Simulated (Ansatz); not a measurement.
Geometry relaxation of LiSi2H5O (part 1 of 2)

System: LiSi2H5O.
Method: RKS PBE-D4/def2-SVP (Ansatz 0.2.0).

Figures and captions count atoms from 1; the log counts them from 0 in places.

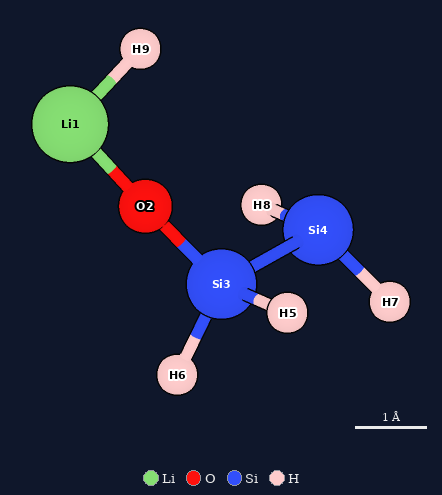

Fig. 1: The structure as given in the input (ball-and-stick view, seen at a tilt; atoms are numbered from 1 in the order of the input). Sticks mark near contacts.

### The input
```yaml
crystal:
  periodic: [false, false, false]
  atoms:
    - {symbol: Li, position_ang: [-1.873124, 1.403521, -2.472330]}
    - {symbol: O, position_ang: [-0.971266, 1.224981, -1.134970]}
    - {symbol: Si, position_ang: [-0.077873, 0.983121, 0.167851]}
    - {symbol: Si, position_ang: [0.516934, -1.281106, 0.420863]}
    - {symbol: H, position_ang: [1.208469, 1.757237, 0.156254]}
    - {symbol: H, position_ang: [-0.766297, 1.382499, 1.440881]}
    - {symbol: H, position_ang: [1.354075, -1.522586, 1.633803]}
    - {symbol: H, position_ang: [-0.684713, -2.161585, 0.539286]}
    - {symbol: H, position_ang: [-1.237808, 0.051478, -3.016804]}
basis:
  gaussian: {orbitals: def2-SVP}
hamiltonian: {xc: pbe, dispersion: d4}
relax: {f_tol: 0.03, max_steps: 250}
```

Run on 2 threads of Arm Neoverse V1, 23 GiB of memory available, shared host.

Launched with:
```bash
ansatz run in.yaml --threads 2 --pin off --events-out ev --progress --plain --max-ram 4352MiB
```

### What the program printed
```
Functional definition: PBE
  name "PBE"
  cite "Perdew, Burke & Ernzerhof, Phys. Rev. Lett. 77, 3865 (1996) doi:10.1103/PhysRevLett.77.3865"
  parent pbe
  parameter kappa = 0.804
  parameter beta = 0.06672455060314922
  exchange = pbe_x(kappa = kappa, mu = beta*pi^2/3)
  correlation = pbe_c(beta = beta)
961 factors; their error is unknown
mean field evaluation 1: about -18052.9034 eV, gradient 7.5e1 eV
mean field evaluation 2: about -17676.6610 eV, gradient 2.3e2 eV
mean field evaluation 4: about -18061.1073 eV, gradient 3.3e1 eV
mean field evaluation 8: about -18055.9865 eV, gradient 2.8e1 eV
mean field evaluation 16: about -18068.1909 eV, gradient 3.1e-4 eV
mean field -18068.19090598 eV, -663.9937687351 hartree, gradient 9.6e-6 eV, S^2 0.000000; 1 other end points of the search recorded, 0 dependent functions left out
the calculation of the forces begins
reference -18068.19097652 eV, -663.9937713273 hartree; 22, 22 occupied and 62, 62 virtual orbitals, 961 factors
relax step   1: F+E_penalty+E_count = -18068.39066241 eV  Δ(F+E_penalty+E_count) = +0.000e0 eV  max|allowed force component| = 8.880e-1 eV/Å  Δτ_max = 0.0000 Å  (96 SCF iters, accepted)
these checks for a lower state are left out or cut short: starts, cluster_reference, orbital_swaps, neighbouring_geometries, increment
961 factors; their error is unknown
mean field evaluation 32: about -18068.4533 eV, gradient 1.8e-5 eV
mean field -18068.45325104 eV, -664.0034097382 hartree, gradient 2.2e-5 eV, S^2 0.000000; 1 other end points of the search recorded, 0 dependent functions left out
[... from here on the field's lines of each further geometry are left out, up to the last ...]
relax step   2: F+E_penalty+E_count = -18068.64957119 eV  Δ(F+E_penalty+E_count) = -2.589e-1 eV  max|allowed force component| = 9.086e-1 eV/Å  Δτ_max = 0.1818 Å  (75 SCF iters, accepted)
relax step   3: F+E_penalty+E_count = -18068.76642193 eV  Δ(F+E_penalty+E_count) = -1.169e-1 eV  max|allowed force component| = 7.836e-1 eV/Å  Δτ_max = 0.1941 Å  (68 SCF iters, accepted)
relax step   4: F+E_penalty+E_count = -18068.91014728 eV  Δ(F+E_penalty+E_count) = -1.437e-1 eV  max|allowed force component| = 4.019e-1 eV/Å  Δτ_max = 0.2000 Å  (69 SCF iters, accepted)
relax step   5: F+E_penalty+E_count = -18069.00971797 eV  Δ(F+E_penalty+E_count) = -9.957e-2 eV  max|allowed force component| = 3.564e-1 eV/Å  Δτ_max = 0.1940 Å  (68 SCF iters, accepted)
relax step   6: F+E_penalty+E_count = -18069.11025586 eV  Δ(F+E_penalty+E_count) = -1.005e-1 eV  max|allowed force component| = 3.485e-1 eV/Å  Δτ_max = 0.1952 Å  (68 SCF iters, accepted)
relax step   7: F+E_penalty+E_count = -18069.23485384 eV  Δ(F+E_penalty+E_count) = -1.246e-1 eV  max|allowed force component| = 3.260e-1 eV/Å  Δτ_max = 0.1938 Å  (95 SCF iters, accepted)
relax step   8: F+E_penalty+E_count = -18069.39916289 eV  Δ(F+E_penalty+E_count) = -1.643e-1 eV  max|allowed force component| = 4.724e-1 eV/Å  Δτ_max = 0.1940 Å  (42 SCF iters, accepted)
relax step   9: F+E_penalty+E_count = -18069.62218348 eV  Δ(F+E_penalty+E_count) = -2.230e-1 eV  max|allowed force component| = 6.709e-1 eV/Å  Δτ_max = 0.1942 Å  (31 SCF iters, accepted)
relax step  10: F+E_penalty+E_count = -18069.92468145 eV  Δ(F+E_penalty+E_count) = -3.025e-1 eV  max|allowed force component| = 9.348e-1 eV/Å  Δτ_max = 0.1949 Å  (31 SCF iters, accepted)
relax step  11: F+E_penalty+E_count = -18070.32853777 eV  Δ(F+E_penalty+E_count) = -4.039e-1 eV  max|allowed force component| = 1.268e0 eV/Å  Δτ_max = 0.1950 Å  (31 SCF iters, accepted)
relax step  12: F+E_penalty+E_count = -18070.85161792 eV  Δ(F+E_penalty+E_count) = -5.231e-1 eV  max|allowed force component| = 1.625e0 eV/Å  Δτ_max = 0.1956 Å  (29 SCF iters, accepted)
relax step  13: F+E_penalty+E_count = -18071.45951859 eV  Δ(F+E_penalty+E_count) = -6.079e-1 eV  max|allowed force component| = 1.702e0 eV/Å  Δτ_max = 0.1968 Å  (28 SCF iters, accepted)
relax step  14: F+E_penalty+E_count = -18072.01679050 eV  Δ(F+E_penalty+E_count) = -5.573e-1 eV  max|allowed force component| = 1.234e0 eV/Å  Δτ_max = 0.1999 Å  (27 SCF iters, accepted)
relax step  15: F+E_penalty+E_count = -18072.30647046 eV  Δ(F+E_penalty+E_count) = -2.897e-1 eV  max|allowed force component| = 9.521e-1 eV/Å  Δτ_max = 0.1949 Å  (27 SCF iters, accepted)
relax step  16: F+E_penalty+E_count = -18072.40365358 eV  Δ(F+E_penalty+E_count) = -9.718e-2 eV  max|allowed force component| = 2.549e-1 eV/Å  Δτ_max = 0.2000 Å  (26 SCF iters, accepted)
relax step  17: F+E_penalty+E_count = -18072.39354631 eV  Δ(F+E_penalty+E_count) = +1.011e-2 eV  max|allowed force component| = 4.588e-1 eV/Å  Δτ_max = 0.1248 Å  (27 SCF iters, rejected (line search))
relax step  18: F+E_penalty+E_count = -18072.41584802 eV  Δ(F+E_penalty+E_count) = -1.219e-2 eV  max|allowed force component| = 5.435e-2 eV/Å  Δτ_max = 0.0604 Å  (26 SCF iters, accepted)
relax step  19: F+E_penalty+E_count = -18072.41993928 eV  Δ(F+E_penalty+E_count) = -4.091e-3 eV  max|allowed force component| = 5.143e-2 eV/Å  Δτ_max = 0.0555 Å  (27 SCF iters, accepted)
relax step  20: F+E_penalty+E_count = -18072.42280879 eV  Δ(F+E_penalty+E_count) = -2.870e-3 eV  max|allowed force component| = 5.966e-2 eV/Å  Δτ_max = 0.0774 Å  (26 SCF iters, accepted)
relax step  21: F+E_penalty+E_count = -18072.42620444 eV  Δ(F+E_penalty+E_count) = -3.396e-3 eV  max|allowed force component| = 6.933e-2 eV/Å  Δτ_max = 0.0631 Å  (26 SCF iters, accepted)
relax step  22: F+E_penalty+E_count = -18072.42756745 eV  Δ(F+E_penalty+E_count) = -1.363e-3 eV  max|allowed force component| = 6.237e-2 eV/Å  Δτ_max = 0.0711 Å  (26 SCF iters, accepted)
relax step  23: F+E_penalty+E_count = -18072.42838980 eV  Δ(F+E_penalty+E_count) = -8.224e-4 eV  max|allowed force component| = 6.700e-2 eV/Å  Δτ_max = 0.0460 Å  (26 SCF iters, accepted)
relax step  24: F+E_penalty+E_count = -18072.42929649 eV  Δ(F+E_penalty+E_count) = -9.067e-4 eV  max|allowed force component| = 5.639e-2 eV/Å  Δτ_max = 0.0231 Å  (27 SCF iters, accepted)
relax step  25: F+E_penalty+E_count = -18072.42990910 eV  Δ(F+E_penalty+E_count) = -6.126e-4 eV  max|allowed force component| = 6.877e-2 eV/Å  Δτ_max = 0.0507 Å  (26 SCF iters, accepted)
relax step  26: F+E_penalty+E_count = -18072.43024355 eV  Δ(F+E_penalty+E_count) = -3.344e-4 eV  max|allowed force component| = 7.443e-2 eV/Å  Δτ_max = 0.0319 Å  (26 SCF iters, accepted)
relax step  27: F+E_penalty+E_count = -18072.43038465 eV  Δ(F+E_penalty+E_count) = -1.411e-4 eV  max|allowed force component| = 5.542e-2 eV/Å  Δτ_max = 0.0150 Å  (27 SCF iters, accepted)
the calculation of the forces begins
reference -18072.23604556 eV, -664.1424248726 hartree; 22, 22 occupied and 62, 62 virtual orbitals, 961 factors
relax step  28: F+E_penalty+E_count = -18072.43049763 eV  Δ(F+E_penalty+E_count) = -1.130e-4 eV  max|allowed force component| = 2.967e-2 eV/Å  Δτ_max = 0.0144 Å  (27 SCF iters, accepted)
```

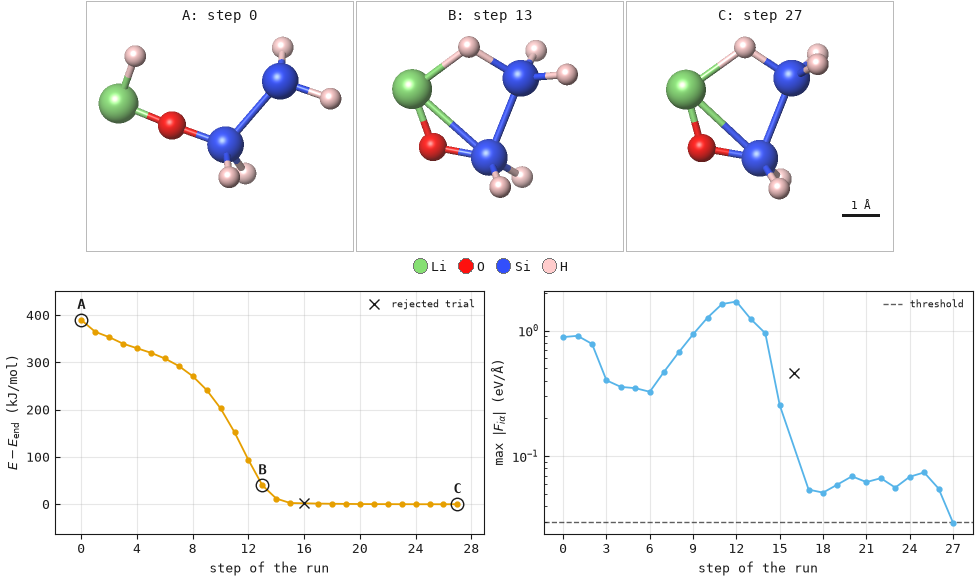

Fig. 2: Frames of the relaxation (ball-and-stick view, seen at a tilt) above the curves, on which the letters mark them (the first geometry is step 0 here and step 1 in the log).

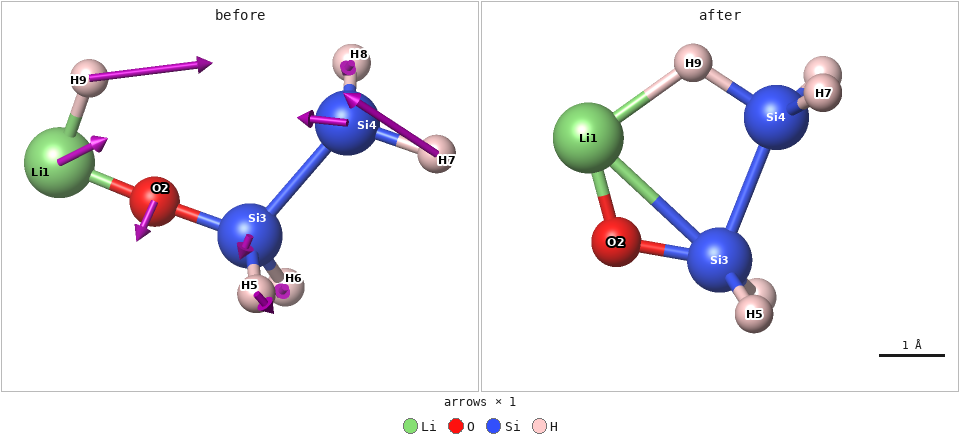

Fig. 3: Before (left) and after (right) the relaxation, at one scale (ball-and-stick view, seen at a tilt). The pink arrows give the displacements, at true length. H9 moves most after the best rigid fit: 1.95 Å. Largest moves by element: H 1.95 Å, Li 1.00 Å, Si 0.85 Å, O 0.70 Å. Among the contacts that change: Si4–H9 4.083 → 1.553 Å, Li1–H9 1.590 → 2.016 Å, Li1–Si3 3.220 → 2.799 Å, Li1–O2 1.623 → 1.689 Å. New bonds form: Si4–H9 (4.08 → 1.55 Å). Among the angles that change: Li1–O2–Si3 177.6° → 114.9°, O2–Li1–H9 88.1° → 110.8°, O2–Si3–Si4 112.0° → 101.7°. Over 27 geometry steps the energy falls by 389.8 kJ/mol. Largest force component: 0.89 eV/Å at the start, 0.03 eV/Å at the end. The line search rejected the trial step at point 16 (counted from 0) and went back. (Atoms are counted from 1 in the order of the input.)

```
961 factors; their error is unknown
mean field -18072.23595885 eV, -664.1424216862 hartree, gradient 1.6e-5 eV, S^2 0.000000; 1 other end points of the search recorded, 0 dependent functions left out
the calculation of the forces begins
reference -18072.23604556 eV, -664.1424248726 hartree; 22, 22 occupied and 62, 62 virtual orbitals, 961 factors
Total energy: -18072.43058434 eV, -664.1495740410 hartree
Atom 0 at    -1.216126     0.763416    -2.232906 Å, force    -0.000683    -0.003661    -0.001667 eV/Å
Atom 1 at    -0.880904     1.939400    -1.068190 Å, force     0.015078    -0.011062     0.029666 eV/Å
Atom 2 at    -0.196890     1.373305     0.301583 Å, force    -0.009456     0.020212    -0.019358 eV/Å
Atom 3 at    -0.078426    -0.985424    -0.149332 Å, force     0.001580    -0.017150    -0.004472 eV/Å
Atom 4 at     1.209041     1.852591     0.600530 Å, force    -0.005698    -0.002954    -0.001868 eV/Å
Atom 5 at    -0.991786     1.555766     1.578165 Å, force     0.000544    -0.001440    -0.004708 eV/Å
Atom 6 at     1.263126    -1.657112    -0.324589 Å, force    -0.010581     0.004157     0.003331 eV/Å
Atom 7 at    -0.968128    -1.939353     0.612469 Å, force     0.009107     0.008292    -0.004411 eV/Å
Atom 8 at    -0.671510    -1.065029    -1.582897 Å, force     0.000110     0.003606     0.003486 eV/Å
Dipole moment:    -0.258579    -0.415207    -0.736573 e Å
```

### Trajectory as extended XYZ (Å, eV, eV/Å), 28 frames, from step=1 to step=28
```
9
Properties=species:S:1:pos:R:3:forces:R:3 step=1 energy=-18068.39066
Li   -1.8731    1.4035   -2.4723   -0.4882   0.4525  -0.3883
O    -0.9713    1.2250   -1.1350   -0.5302   0.4929   0.2808
Si   -0.0779    0.9831    0.1679    0.8880   0.3798  -0.2844
Si    0.5169   -1.2811    0.4209   -0.2512   0.3453  -0.0654
H     1.2085    1.7572    0.1563    0.2542   0.0109   0.1269
H    -0.7663    1.3825    1.4409   -0.2459  -0.3062   0.3373
H     1.3541   -1.5226    1.6338    0.2776  -0.2483   0.2830
H    -0.6847   -2.1616    0.5393   -0.1703  -0.3671   0.0300
H    -1.2378    0.0515   -3.0168    0.2660  -0.7598  -0.3199
9
Properties=species:S:1:pos:R:3:forces:R:3 step=2 energy=-18068.64957
Li   -1.9033    1.4210   -2.5010   -0.1493  -0.1214  -0.3973
O    -0.9861    1.3367   -1.1370    0.2769   0.4144   0.9086
Si   -0.0104    1.0960    0.1206   -0.4416  -0.0302  -0.1719
Si    0.4403   -1.2179    0.4948    0.0433  -0.0518  -0.0145
H     1.2800    1.8810    0.1542   -0.0106  -0.1454   0.1334
H    -0.7554    1.2036    1.4718    0.2549  -0.0340  -0.1619
H     1.3490   -1.5966    1.6529    0.0137   0.0452  -0.0578
H    -0.6828   -2.2372    0.5618   -0.0088   0.1850  -0.0352
H    -1.2628   -0.0492   -3.0832    0.0214  -0.2617  -0.2035
9
Properties=species:S:1:pos:R:3:forces:R:3 step=3 energy=-18068.76642
Li   -1.8782    1.3766   -2.5161    0.0997  -0.3707  -0.2529
O    -0.9970    1.4001   -1.0907    0.2910   0.3693   0.7836
Si   -0.0141    1.1376    0.1562   -0.4444  -0.1193  -0.2644
Si    0.4375   -1.1815    0.4909   -0.0542  -0.0441   0.0397
H     1.3068    1.8676    0.2281   -0.0815  -0.0435   0.0697
H    -0.7251    1.1697    1.5331    0.2321   0.0165  -0.1872
H     1.3730   -1.5958    1.6228   -0.0669   0.0214  -0.1267
H    -0.7167   -2.1708    0.5386    0.0950   0.1464  -0.0084
H    -1.3177   -0.1660   -3.2282   -0.0708   0.0239  -0.0534
9
Properties=species:S:1:pos:R:3:forces:R:3 step=4 energy=-18068.91015
Li   -1.8333    1.1835   -2.4898    0.2780  -0.2104   0.0811
O    -0.9537    1.5595   -1.0472    0.0622   0.1612   0.4019
Si   -0.0121    1.2039    0.2035   -0.2142   0.0260  -0.3671
Si    0.4056   -1.1280    0.4317   -0.1261  -0.0180   0.1055
H     1.3314    1.8789    0.3622   -0.1016  -0.0078  -0.0035
H    -0.6955    1.1671    1.5857    0.0937  -0.0093  -0.0898
H     1.3633   -1.6102    1.5166   -0.0487  -0.0158  -0.1543
H    -0.7663   -2.0910    0.4620    0.0851   0.0677  -0.0179
H    -1.3711   -0.3262   -3.2901   -0.0285   0.0062   0.0441
9
Properties=species:S:1:pos:R:3:forces:R:3 step=5 energy=-18069.00972
Li   -1.7064    1.0381   -2.4698    0.3025  -0.0069   0.3564
O    -0.9927    1.7097   -0.9637    0.0205  -0.0961  -0.0476
Si   -0.0143    1.2759    0.2284   -0.2631  -0.0245  -0.2139
Si    0.3403   -1.0729    0.3825   -0.0124   0.0123   0.0609
H     1.3344    1.9285    0.4232   -0.0758  -0.0176  -0.0637
H    -0.6434    1.1415    1.6309    0.0434   0.0119  -0.0308
H     1.3516   -1.6465    1.3765   -0.0922   0.0249  -0.2169
H    -0.8287   -2.0316    0.3891    0.0167   0.0639  -0.0030
H    -1.3724   -0.5052   -3.2624    0.0604   0.0321   0.1586
9
Properties=species:S:1:pos:R:3:forces:R:3 step=6 energy=-18069.11026
Li   -1.6285    0.9592   -2.4164    0.2097   0.1333   0.3485
O    -1.0124    1.7782   -0.9402   -0.0745  -0.1149  -0.1384
Si   -0.0398    1.3080    0.2386   -0.1070  -0.0312  -0.1089
Si    0.2945   -1.0420    0.3187   -0.0846   0.0313  -0.0337
H     1.3224    1.9324    0.4189   -0.0522   0.0050  -0.0335
H    -0.6374    1.1483    1.6514    0.0136   0.0435  -0.0399
H     1.3411   -1.6641    1.2395   -0.0469  -0.0142  -0.2240
H    -0.8844   -1.9824    0.3388   -0.0158   0.0225   0.0133
H    -1.2873   -0.6000   -3.1145    0.1576  -0.0752   0.2166
9
Properties=species:S:1:pos:R:3:forces:R:3 step=7 energy=-18069.23485
Li   -1.5837    0.9273   -2.3720    0.1506   0.1221   0.2650
O    -1.0329    1.8130   -0.9283   -0.1045  -0.0517  -0.1699
Si   -0.0560    1.3260    0.2383   -0.0735  -0.0448   0.0244
Si    0.2520   -1.0266    0.2612   -0.1381   0.0320  -0.1370
H     1.3110    1.9403    0.4109   -0.0238   0.0003  -0.0432
H    -0.6362    1.1690    1.6563    0.0002   0.0627  -0.0310
H     1.3302   -1.6810    1.1196   -0.0143  -0.0380  -0.2575
H    -0.9288   -1.9610    0.3126   -0.0385   0.0297   0.0232
H    -1.1874   -0.6695   -2.9636    0.2419  -0.1124   0.3260
9
Properties=species:S:1:pos:R:3:forces:R:3 step=8 energy=-18069.39916
Li   -1.5537    0.9041   -2.3388    0.1305   0.1083   0.2229
O    -1.0471    1.8392   -0.9242   -0.1394  -0.0047  -0.1843
Si   -0.0735    1.3402    0.2407   -0.0346  -0.0615   0.1025
Si    0.2135   -1.0145    0.2025   -0.2025   0.0350  -0.2472
H     1.3022    1.9400    0.4012   -0.0210  -0.0021  -0.0447
H    -0.6417    1.1923    1.6616   -0.0101   0.0937  -0.0326
H     1.3212   -1.6937    1.0051   -0.0051  -0.0547  -0.3246
H    -0.9679   -1.9431    0.2960   -0.0573   0.0317   0.0356
H    -1.0847   -0.7269   -2.8094    0.3395  -0.1459   0.4724
```
